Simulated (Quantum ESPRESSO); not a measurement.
# Grüneisen parameters and expansion of CaO (Fm-3m), part 5 of 8

Wanted: mode Grüneisen parameters of CaO and a free-energy fit over volumes.

Experimental results on record:
- heat capacity C_P per formula unit 42.2 J/mol/K and bulk modulus 113 GPa near room temperature (given in “High-Throughput Prediction of Finite-Temperature Properties using the Quasi-Harmonic Approximation”, 2016, arXiv:1603.06924)

Quantum ESPRESSO 7.5; DFT PBE, scalar-relativistic, plane waves, GBRV ultrasoft pseudopotentials.

So far. Step 4 (Self-consistent run): On a basis chosen for the relaxed cell the pressure is -0.004 GPa, small enough for phonons. Step 5 (Zone-centre response): The Born charges sum to zero within 7.1e-4 e; the rest is removed before use. Acoustic frequencies in this log differ from zero by the error of the sum rule, which ph.x does not impose.

### 6. A displaced supercell

System of this step: CaO. It takes space group Imm2 (No. 44, orthorhombic). The conventional cell has a = 6.832 Å, b = 9.662 Å, c = 6.832 Å, α = 90.00°, β = 90.00°, γ = 90.00°. Ca has 6 O at 2.42 Å nearest. Nearest to Ca lie 6 O at 2.42 Å. Nearest to Ca lie 6 O at 2.42 to 2.43 Å. Ca has 6 O at 2.40 to 2.42 Å nearest. Nearest to O lie 6 Ca at 2.40 to 2.43 Å. Nearest to O lie 6 Ca at 2.42 Å. Farther neighbours and most contacts between anions are not listed.

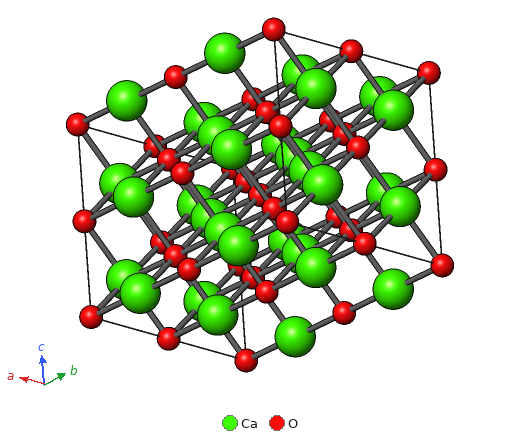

The cell of this step (calcium green, oxygen red). Some periodic images of atoms are drawn too.

disp-00002.in reads:

```
&control
   calculation = 'scf'
   prefix = 'x'
   outdir = './tmp'
   pseudo_dir = './pseudo'
   tprnfor = .true.
   disk_io = 'none'
/
&system
   ibrav = 0
   nat = 16
   ntyp = 2
   ecutwfc = 45.0
   ecutrho = 270.0
   occupations = 'fixed'
   nbnd = 66
/
&electrons
   conv_thr = 1.0d-11
   mixing_beta = 0.7
   electron_maxstep = 100
/
ATOMIC_SPECIES
 Ca     40.0780  Ca.upf
 O      15.9990  O.upf
CELL_PARAMETERS angstrom
     0.000000000    4.830937868    4.830937868
     4.830937868    0.000000000    4.830937868
     4.830937868    4.830937868    0.000000000
ATOMIC_POSITIONS crystal
 Ca     0.000000000   0.000000000   0.000000000
 Ca     0.500000000   0.000000000   0.000000000
 Ca     0.000000000   0.500000000   0.000000000
 Ca     0.500000000   0.500000000   0.000000000
 Ca     0.000000000   0.000000000   0.500000000
 Ca     0.500000000   0.000000000   0.500000000
 Ca     0.000000000   0.500000000   0.500000000
 Ca     0.500000000   0.500000000   0.500000000
 O      0.252927410   0.250000000   0.250000000
 O      0.750000000   0.250000000   0.250000000
 O      0.250000000   0.750000000   0.250000000
 O      0.750000000   0.750000000   0.250000000
 O      0.250000000   0.250000000   0.750000000
 O      0.750000000   0.250000000   0.750000000
 O      0.250000000   0.750000000   0.750000000
 O      0.750000000   0.750000000   0.750000000
K_POINTS automatic
 3 3 3 0 0 0
```

Run with:

```sh
OMP_NUM_THREADS=1 mpirun -n 4 pw.x -nk 4 -in disp-00002.in > disp-00002.out
```

Log:

```text
[banner, memory and clock lines left out]
Program PWSCF v.7.5

     Message from routine setup:
     using ibrav=0 with symmetry is DISCOURAGED, use correct ibrav instead

     G-vector sticks info

     bravais-lattice index     =            0
     lattice parameter (alat)  =      12.9106  a.u.
     unit-cell volume          =    1521.6717 (a.u.)^3
     number of atoms/cell      =           16
     number of atomic types    =            2
     number of electrons       =       128.00
     number of Kohn-Sham states=           66
     kinetic-energy cutoff     =      45.0000  Ry
     charge density cutoff     =     270.0000  Ry
     scf convergence threshold =      1.0E-11
     mixing beta               =       0.7000
     number of iterations used =            8  plain     mixing
     Exchange-correlation= SLA  PW   PBE  PBE
                           (   1   4   3   4   0   0   0)

     celldm(1)=  12.910567  celldm(2)=   0.000000  celldm(3)=   0.000000
     celldm(4)=   0.000000  celldm(5)=   0.000000  celldm(6)=   0.000000

     crystal axes: (cart. coord. in units of alat)
               a(1) = (   0.000000   0.707107   0.707107 )
               a(2) = (   0.707107   0.000000   0.707107 )
               a(3) = (   0.707107   0.707107   0.000000 )

     reciprocal axes: (cart. coord. in units 2 pi/alat)
               b(1) = ( -0.707107  0.707107  0.707107 )
               b(2) = (  0.707107 -0.707107  0.707107 )
               b(3) = (  0.707107  0.707107 -0.707107 )

     PseudoPot. # 1 for Ca read from file:
     ./pseudo/Ca.upf
     Pseudo is Ultrasoft + core correction, Zval = 10.0
     Using radial grid of  845 points,  6 beta functions with:
                l(1) =   0
                l(2) =   0
                l(3) =   1
                l(4) =   1
                l(5) =   2
                l(6) =   2
     Q(r) pseudized with  8 coefficients,  rinner =    1.500   1.500   1.500
                                                       1.500   1.500

     PseudoPot. # 2 for O  read from file:
     ./pseudo/O.upf
     Pseudo is Ultrasoft + core correction, Zval =  6.0
     Using radial grid of  737 points,  5 beta functions with:
                l(1) =   0
                l(2) =   0
                l(3) =   1
                l(4) =   1
                l(5) =   2
     Q(r) pseudized with  8 coefficients,  rinner =    0.900   0.900   0.900
                                                       0.900   0.900

     atomic species   valence    mass     pseudopotential
     Ca               10.00    40.07800     Ca( 1.00)
     O                 6.00    15.99900     O ( 1.00)

      4 Sym. Ops. (no inversion) found ( 2 have fractional translation)

   Cartesian axes

     site n.     atom                  positions (alat units)
         1        Ca     tau(   1) = (   0.0000000   0.0000000   0.0000000  )
         2        Ca     tau(   2) = (   0.0000000   0.3535534   0.3535534  )
         3        Ca     tau(   3) = (   0.3535534   0.0000000   0.3535534  )
         4        Ca     tau(   4) = (   0.3535534   0.3535534   0.7071068  )
         5        Ca     tau(   5) = (   0.3535534   0.3535534   0.0000000  )
         6        Ca     tau(   6) = (   0.3535534   0.7071068   0.3535534  )
         7        Ca     tau(   7) = (   0.7071068   0.3535534   0.3535534  )
         8        Ca     tau(   8) = (   0.7071068   0.7071068   0.7071068  )
         9        O      tau(   9) = (   0.3535534   0.3556234   0.3556234  )
        10        O      tau(  10) = (   0.3535534   0.7071068   0.7071068  )
        11        O      tau(  11) = (   0.7071068   0.3535534   0.7071068  )
        12        O      tau(  12) = (   0.7071068   0.7071068   1.0606602  )
        13        O      tau(  13) = (   0.7071068   0.7071068   0.3535534  )
        14        O      tau(  14) = (   0.7071068   1.0606602   0.7071068  )
        15        O      tau(  15) = (   1.0606602   0.7071068   0.7071068  )
        16        O      tau(  16) = (   1.0606602   1.0606602   1.0606602  )

     number of k points=     8
                       cart. coord. in units 2pi/alat
        k(    1) = (   0.0000000   0.0000000   0.0000000), wk =   0.0740741
        k(    2) = (   0.2357023   0.2357023  -0.2357023), wk =   0.2962963
        k(    3) = (   0.4714045   0.0000000  -0.0000000), wk =   0.1481481
        k(    4) = (  -0.0000000  -0.4714045   0.4714045), wk =   0.1481481
        k(    5) = (   0.2357023   0.2357023   0.2357023), wk =   0.2962963
        k(    6) = (  -0.0000000   0.4714045   0.0000000), wk =   0.2962963
        k(    7) = (  -0.4714045  -0.0000000  -0.4714045), wk =   0.5925926
        k(    8) = (   0.0000000   0.4714045   0.4714045), wk =   0.1481481

     Dense  grid:   114067 G-vectors     FFT dimensions: (  72,  72,  72)

     Smooth grid:    62079 G-vectors     FFT dimensions: (  60,  60,  60)

     Check: negative core charge=   -0.000003

     Initial potential from superposition of free atoms

     starting charge     127.9563, renormalised to     128.0000
     Starting wfcs are  112 randomized atomic wfcs

     per-process dynamical memory:   113.1 Mb

     Self-consistent Calculation

     iteration #  1     ecut=    45.00 Ry     beta= 0.70
     Davidson diagonalization with overlap
     ethr =  1.00E-02,  avg # of iterations =  2.0

     total energy              =    -858.04706659 Ry
     estimated scf accuracy    <       4.03688260 Ry

     iteration #  2     ecut=    45.00 Ry     beta= 0.70
     Davidson diagonalization with overlap
     ethr =  3.15E-03,  avg # of iterations =  4.0

     total energy              =    -857.92020233 Ry
     estimated scf accuracy    <      11.64628708 Ry

     iteration #  3     ecut=    45.00 Ry     beta= 0.70
     Davidson diagonalization with overlap
     ethr =  3.15E-03,  avg # of iterations =  3.9

     total energy              =    -860.10058055 Ry
     estimated scf accuracy    <       0.05646644 Ry

     iteration #  4     ecut=    45.00 Ry     beta= 0.70
     Davidson diagonalization with overlap
     ethr =  4.41E-05,  avg # of iterations =  3.5

     total energy              =    -860.10614922 Ry
     estimated scf accuracy    <       0.02369191 Ry

     iteration #  5     ecut=    45.00 Ry     beta= 0.70
     Davidson diagonalization with overlap
     ethr =  1.85E-05,  avg # of iterations =  2.6

     total energy              =    -860.11021322 Ry
     estimated scf accuracy    <       0.00014128 Ry

     iteration #  6     ecut=    45.00 Ry     beta= 0.70
     Davidson diagonalization with overlap
     ethr =  1.10E-07,  avg # of iterations =  7.0

     total energy              =    -860.11037946 Ry
     estimated scf accuracy    <       0.00015817 Ry

     iteration #  7     ecut=    45.00 Ry     beta= 0.70
     Davidson diagonalization with overlap
     ethr =  1.10E-07,  avg # of iterations =  2.5

     total energy              =    -860.11036659 Ry
     estimated scf accuracy    <       0.00004700 Ry

     iteration #  8     ecut=    45.00 Ry     beta= 0.70
     Davidson diagonalization with overlap
     ethr =  3.67E-08,  avg # of iterations =  3.1

     total energy              =    -860.11038120 Ry
     estimated scf accuracy    <       0.00000472 Ry

     iteration #  9     ecut=    45.00 Ry     beta= 0.70
     Davidson diagonalization with overlap
     ethr =  3.68E-09,  avg # of iterations =  3.0

     total energy              =    -860.11038055 Ry
     estimated scf accuracy    <       0.00000714 Ry

     iteration # 10     ecut=    45.00 Ry     beta= 0.70
     Davidson diagonalization with overlap
     ethr =  3.68E-09,  avg # of iterations =  1.0

     total energy              =    -860.11037960 Ry
     estimated scf accuracy    <       0.00000378 Ry

     iteration # 11     ecut=    45.00 Ry     beta= 0.70
     Davidson diagonalization with overlap
     ethr =  2.95E-09,  avg # of iterations =  2.0

     total energy              =    -860.11037982 Ry
     estimated scf accuracy    <       0.00000044 Ry

     iteration # 12     ecut=    45.00 Ry     beta= 0.70
     Davidson diagonalization with overlap
     ethr =  3.46E-10,  avg # of iterations =  3.5

     total energy              =    -860.11037992 Ry
     estimated scf accuracy    <          6.3E-09 Ry

     iteration # 13     ecut=    45.00 Ry     beta= 0.70
     Davidson diagonalization with overlap
     ethr =  4.93E-12,  avg # of iterations =  4.9

     total energy              =    -860.11037993 Ry
     estimated scf accuracy    <          7.2E-09 Ry

     iteration # 14     ecut=    45.00 Ry     beta= 0.70
     Davidson diagonalization with overlap
     ethr =  4.93E-12,  avg # of iterations =  4.0

     total energy              =    -860.11037993 Ry
     estimated scf accuracy    <          2.9E-09 Ry

     iteration # 15     ecut=    45.00 Ry     beta= 0.70
     Davidson diagonalization with overlap
     ethr =  2.30E-12,  avg # of iterations =  2.0

     total energy              =    -860.11037993 Ry
     estimated scf accuracy    <          1.2E-10 Ry

     iteration # 16     ecut=    45.00 Ry     beta= 0.70
     Davidson diagonalization with overlap
     ethr =  1.00E-13,  avg # of iterations =  4.0

     End of self-consistent calculation

          k = 0.0000 0.0000 0.0000 (  7799 PWs)   bands (ev):

   -30.0960 -30.0082 -30.0023 -29.9988 -29.9986 -29.9702 -29.9644 -29.9602
   -11.9056 -11.9055 -11.9055 -11.9055 -11.4355 -11.4353 -11.4353 -11.0837
   -11.0835 -11.0834 -11.0830 -11.0827 -11.0826 -10.9206 -10.9201 -10.9192
   -10.9183 -10.9183 -10.9177 -10.9170 -10.9169 -10.8661 -10.8651 -10.8637
    -7.8346  -7.5975  -7.5974  -7.5974  -6.7123  -6.7123  -6.7122  -6.7120
     5.0227   5.0228   5.0228   5.0229   6.3057   6.3057   6.3058   6.4513
     6.4514   6.4514   6.4515   6.4515   6.4515   6.4515   6.4516   7.2359
     7.2359   7.2360   7.2360   7.2360   7.2360   7.6132   7.6132   7.6132
    11.2777  11.2778

          k = 0.2357 0.2357-0.2357 (  7765 PWs)   bands (ev):

   -30.0727 -30.0269 -29.9981 -29.9979 -29.9916 -29.9774 -29.9685 -29.9664
   -11.7545 -11.7541 -11.7538 -11.6896 -11.4665 -11.4653 -11.4642 -11.1840
   -11.1612 -11.1605 -11.1592 -11.0432 -11.0428 -11.0427 -11.0194 -11.0183
   -11.0176 -10.9613 -10.9601 -10.9594 -10.9052 -10.9046 -10.8795 -10.8785
    -7.5000  -7.3524  -7.3524  -7.3523  -6.9518  -6.9143  -6.9142  -6.9141
     5.4400   5.4421   5.4442   5.5350   6.1505   6.1513   6.1522   6.4710
     6.4730   6.4749   6.6388   6.6388   6.6389   6.7024   6.7025   6.7677
     6.7727   6.7760   6.7803   7.0302   7.0303   7.0303   7.2760   7.2761
    12.1033  12.1075

          k = 0.4714 0.0000-0.0000 (  7760 PWs)   bands (ev):

[...]
11.7649  12.6301

          k =-0.0000-0.4714 0.4714 (  7796 PWs)   bands (ev):

[...]
12.9945  13.0089

          k = 0.2357 0.2357 0.2357 (  7765 PWs)   bands (ev):

[...]
12.1047  12.1092

          k =-0.0000 0.4714 0.0000 (  7760 PWs)   bands (ev):

[...]
11.7649  12.6301

          k =-0.4714-0.0000-0.4714 (  7796 PWs)   bands (ev):

[...]
12.9012  12.9033

          k = 0.0000 0.4714 0.4714 (  7796 PWs)   bands (ev):

   -30.0474 -30.0235 -30.0187 -30.0051 -29.9924 -29.9767 -29.9727 -29.9635
   -11.5637 -11.5546 -11.5526 -11.5437 -11.5217 -11.5020 -11.5005 -11.4400
   -11.2693 -11.1789 -11.1775 -11.1121 -11.1098 -11.0487 -11.0459 -10.9940
   -10.9930 -10.9913 -10.9861 -10.9610 -10.9571 -10.9571 -10.9552 -10.8769
    -7.1923  -7.1712  -7.1712  -7.1291  -7.1286  -7.1094  -7.1065  -7.1026
     5.8045   5.8046   5.8253   5.8254   5.9150   5.9191   5.9192   6.0071
     6.4925   6.5326   6.5326   6.6265   6.6267   6.6675   6.6677   6.6734
     6.8108   6.8747   6.8748   6.9115   6.9116   7.0776   7.0778   7.1624
    12.9021  13.0016

     highest occupied, lowest unoccupied level (ev):     7.6132   11.2777

!    total energy              =    -860.11037993 Ry
     estimated scf accuracy    <          6.4E-12 Ry

     The total energy is the sum of the following terms:
     one-electron contribution =    -212.87015743 Ry
     hartree contribution      =     168.86625041 Ry
     xc contribution           =    -155.09777396 Ry
     ewald contribution        =    -661.00869895 Ry

     convergence has been achieved in  16 iterations

     Forces acting on atoms (cartesian axes, Ry/au):

     atom    1 type  1   force =     0.00000469   -0.00010719   -0.00010719
     atom    2 type  1   force =    -0.00000433    0.00033429    0.00033429
     atom    3 type  1   force =    -0.00000000    0.00015188    0.00033224
     atom    4 type  1   force =     0.00000000    0.00033543    0.00024522
     atom    5 type  1   force =     0.00000000    0.00033224    0.00015188
     atom    6 type  1   force =     0.00000000    0.00024522    0.00033543
     atom    7 type  1   force =     0.00000433    0.00033429    0.00033429
     atom    8 type  1   force =    -0.00000469   -0.00010719   -0.00010719
     atom    9 type  2   force =     0.00000000   -0.00343405   -0.00343405
     atom   10 type  2   force =     0.00000000    0.00105046    0.00105046
     atom   11 type  2   force =     0.00068129   -0.00012648    0.00036901
     atom   12 type  2   force =    -0.00068129    0.00036901   -0.00012648
     atom   13 type  2   force =     0.00068129    0.00036901   -0.00012648
     atom   14 type  2   force =    -0.00068129   -0.00012648    0.00036901
     atom   15 type  2   force =     0.00000000   -0.00031229   -0.00031229
     atom   16 type  2   force =    -0.00000000    0.00069186    0.00069186

     Total force =     0.005524     Total SCF correction =     0.000005
     Message from routine punch:
     Nothing written, as per user request (disk_io='none')
```

Wall time 64 s (4 MPI ranks of Arm Neoverse V1, shared host); 4.3 min of CPU time.

This step gave:

```
gap on the k-mesh : 3.664 eV
```

Force by atom:

| atom | x (eV/Å) | y (eV/Å) | z (eV/Å) | size |
| --- | --- | --- | --- | --- |
| Ca1 | 0.000 | -0.003 | -0.003 | 0.004 |
| Ca2 | 0.000 | 0.009 | 0.009 | 0.012 |
| Ca3 | 0.000 | 0.004 | 0.009 | 0.009 |
| Ca4 | 0.000 | 0.009 | 0.006 | 0.011 |
| Ca5 | 0.000 | 0.009 | 0.004 | 0.009 |
| Ca6 | 0.000 | 0.006 | 0.009 | 0.011 |
| Ca7 | 0.000 | 0.009 | 0.009 | 0.012 |
| Ca8 | 0.000 | -0.003 | -0.003 | 0.004 |
| O9 | 0.000 | -0.088 | -0.088 | 0.125 |
| O10 | 0.000 | 0.027 | 0.027 | 0.038 |
| O11 | 0.018 | -0.003 | 0.009 | 0.020 |
| O12 | -0.018 | 0.009 | -0.003 | 0.020 |
| O13 | 0.018 | 0.009 | -0.003 | 0.020 |
| O14 | -0.018 | -0.003 | 0.009 | 0.020 |
| O15 | 0.000 | -0.008 | -0.008 | 0.011 |
| O16 | 0.000 | 0.018 | 0.018 | 0.025 |

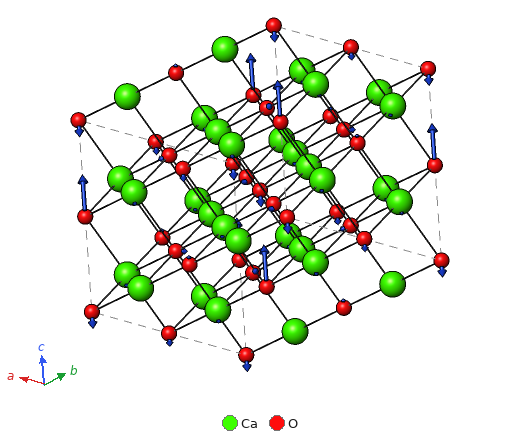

Force as arrows, the longest 0.125 eV/Å. Some periodic images of atoms are drawn too.

At this level the gap is 3.66 eV on the k-mesh of the self-consistent run, which can miss the band edges.

### 7. Forces on a displaced cell

One atom (for the harmonic constants) or a pair of atoms (for the cubic ones) is moved by a few hundredths of an ångström; the forces on all atoms give a column of force constants. The threshold is tight because the forces are small.

disp-00001.in, as its differences from disp-00002.in of step 6:

```diff
@@ -30,3 +30,3 @@
 ATOMIC_POSITIONS crystal
- Ca     0.000000000   0.000000000   0.000000000
+ Ca     0.002927410   0.000000000   0.000000000
  Ca     0.500000000   0.000000000   0.000000000
@@ -38,3 +38,3 @@
  Ca     0.500000000   0.500000000   0.500000000
- O      0.252927410   0.250000000   0.250000000
+ O      0.250000000   0.250000000   0.250000000
  O      0.750000000   0.250000000   0.250000000
```

Run with:

```sh
OMP_NUM_THREADS=1 mpirun -n 4 pw.x -nk 4 -in disp-00001.in > disp-00001.out
```

Log:

```text
[banner, memory and clock lines left out]
Program PWSCF v.7.5

     Message from routine setup:
     using ibrav=0 with symmetry is DISCOURAGED, use correct ibrav instead

     G-vector sticks info

     bravais-lattice index     =            0
     lattice parameter (alat)  =      12.9106  a.u.
     unit-cell volume          =    1521.6717 (a.u.)^3
     number of atoms/cell      =           16
     number of atomic types    =            2
     number of electrons       =       128.00
[...]
atom    1 type  1   force =    -0.00000000   -0.00447040   -0.00447040
     atom    2 type  1   force =     0.00000000    0.00207385    0.00207385
     atom    3 type  1   force =     0.00139340   -0.00019294    0.00067980
[...]
atom   15 type  2   force =     0.00000013    0.00033423    0.00033423
     atom   16 type  2   force =     0.00000472   -0.00010724   -0.00010724

     Total force =     0.007824     Total SCF correction =     0.000006
     Message from routine punch:
     Nothing written, as per user request (disk_io='none')
[key lines of the parts left out:]
!    total energy              =    -860.11035223 Ry
convergence has been achieved in  16 iterations
```

It took 65 s on 4 MPI ranks; 4.3 min of CPU time.

(Continued in part 6 of 8.)

[Logs are printed without paths, hosts, clocks, repeated set-up lines and the standing remarks that a program may print on its own settings, such as how far it seeks lower states.]

[Hosts, paths, dates, database ids (printed as entryN), source tags and the programs' standing remarks are cut or masked in the printed files.]

[A step with changed settings may run another functional than the one named; its input shows which.]

[Of the runs on displaced cells, only some may be shown.]
